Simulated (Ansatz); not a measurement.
GaN: pressure series

The parent structure is GaN in the wurtzite structure (space group P6_3mc, No. 186).

```
CELL_PARAMETERS angstrom
      3.21861     0.00000     0.00000
     -1.60931     2.78740     0.00000
      0.00000     0.00000     5.24355
ATOMIC_POSITIONS crystal
  Ga 0.66667 0.33333 0.00096
  Ga 0.33333 0.66667 0.50096
  N  0.66667 0.33333 0.62424
  N  0.33333 0.66667 0.12424
```

Cell and atoms are relaxed at each pressure.

All numbers come from PBE in Ansatz (plane waves to 420 eV, PAW, no spin-orbit coupling), earlier PAW set.

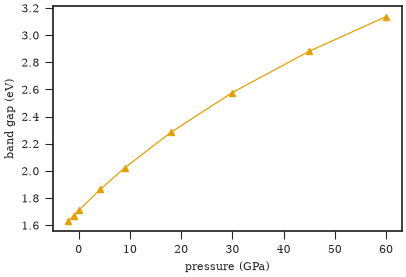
Fig. 1. Band gap against pressure

```csv
pressure (GPa),band gap
-2,1.63 eV
-1,1.67 eV
4.2,1.86 eV
9,2.02 eV
18,2.28 eV
30,2.58 eV
45,2.88 eV
60,3.14 eV
```

Load acts through the strain it causes; cell and atoms are relaxed under it. Stability against distortions was not tested. Measured, GaN leaves this structure (for rock salt) near 47 GPa (temperature not stated; as listed in Datta, Sujoy, Jana, Debnarayan, arXiv (2020)), on rising pressure, with hysteresis.

Ansatz is a quantum-chemistry and plane-wave program.
